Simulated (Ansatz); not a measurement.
# Run report: CH$_{4}$OSi$_{2}$, single-point calculation

- system: CH$_{4}$OSi$_{2}$, SMILES O[Si]#C[SiH3]
- method: RKS wB97M-V/def2-TZVPP (Ansatz 0.2.0)

The geometry is a minimum found at another level. The geometry comes from this level: PBE0-D4/def2-TZVP.

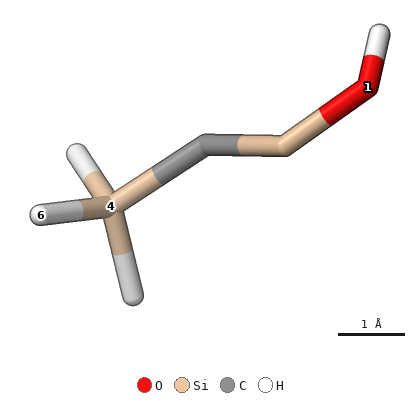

**Figure 1.** The structure (stick view, seen at a tilt; atoms are numbered from 1 in the order of the input). Bond lengths as drawn: C–Si 1.65 to 1.82 Å, H–O 0.96 Å, H–Si 1.49 Å and O–Si 1.63 Å.

**Key numbers**

| quantity | value |
| --- | --- |
| outcome | converged |
| total energy | −18901.0526 eV |
| SCF solution under orbital rotations | stable |
| hardware | 2 threads of Arm Neoverse V2, 23 GiB of memory available, shared host |
| wall time | 9.5 s (CPU time 18 s) |
| peak memory | 0.42 GiB |

**The input**
```yaml
crystal:
  periodic: [false, false, false]
  atoms:
    - {symbol: O, position_ang: [1.000914, 2.411435, -1.800516]}
    - {symbol: Si, position_ang: [0.879645, 1.253380, -0.664139]}
    - {symbol: C, position_ang: [-0.178879, 0.070246, -0.198833]}
    - {symbol: Si, position_ang: [-0.405715, -1.259261, 1.028836]}
    - {symbol: H, position_ang: [0.285242, 2.497978, -2.437034]}
    - {symbol: H, position_ang: [-0.478182, -0.779411, 2.435819]}
    - {symbol: H, position_ang: [0.622364, -2.333054, 0.956788]}
    - {symbol: H, position_ang: [-1.725388, -1.861313, 0.679079]}
basis:
  gaussian: {orbitals: def2-TZVPP}
hamiltonian: {xc: {name: wB97M-V}}
```

Command:
```bash
ansatz run in.yaml --threads 2 --pin off --events-out ev --progress --plain --max-ram 4352MiB
```

**The program's output**
```
Functional definition: wB97M-V
  name "wB97M-V"
  cite "Mardirossian & Head-Gordon, J. Chem. Phys. 144, 214110 (2016) doi:10.1063/1.4952647"
  cite "Becke, J. Chem. Phys. 107, 8554 (1997) doi:10.1063/1.475007"
  cite "Vydrov & Van Voorhis, J. Chem. Phys. 133, 244103 (2010) doi:10.1063/1.3521275"
  # Of w^i u^j: cxij and so on, Table III.
  parameter omega = 0.3/bohr
  parameter cx = 0.15
  parameter cx01 = 1.007
  parameter cx10 = 0.259
  parameter css00 = 0.443
  parameter css04 = -1.437
  parameter css10 = -4.535
  parameter css20 = -3.390
  parameter css43 = 4.278
  parameter cos00 = 1.000
  parameter cos10 = 1.358
  parameter cos20 = 2.924
  parameter cos21 = -8.812
  parameter cos60 = -1.390
  parameter cos61 = 9.142
  parameter b = 6.0
  parameter c = 0.01
  gx(w, u) = 1 - cx + cx01*u + cx10*w
  gss(w, u) = css00 + css04*u^4 + css10*w + css20*w^2 + css43*w^4*u^3
  gos(w, u) = cos00 + cos10*w + (cos20 + cos21*u)*w^2 + (cos60 + cos61*u)*w^6
  exchange = spin_sum(e_x_unif_sr(omega)*gx(b97_w, b97_u_x)) + cx*exact_x_sr(omega) + exact_x_lr(omega)
  correlation = spin_sum(e_c_pw_mod_same_spin*gss(b97_w, b97_u_same))
      + integral(e_c_pw_mod_opposite_spin*gos(b97_w_opposite, b97_u_opposite)) + vv10(b, c)
1149 factors; their error is unknown
254 factors; integrals over basis functions are off by at most 1.0e-5 eV
mean field evaluation 1: about -18892.2410 eV, gradient 6.2e1 eV
mean field evaluation 2: about -18884.7793 eV, gradient 7.8e1 eV
mean field evaluation 4: about -18900.9211 eV, gradient 6.5e0 eV
mean field evaluation 8: about -18901.0368 eV, gradient 1.1e-1 eV
mean field evaluation 16: about -18901.0525 eV, gradient 5.5e-4 eV
mean field -18901.05254358 eV, -694.6008693830 hartree, gradient 8.7e-5 eV, S^2 0.000000; 0 other end points of the search recorded, 0 dependent functions left out
reference -18901.05259543 eV, -694.6008712884 hartree; 23, 23 occupied and 179, 179 virtual orbitals, 1149 factors
Total energy: -18901.05259543 eV, -694.6008712884 hartree
```
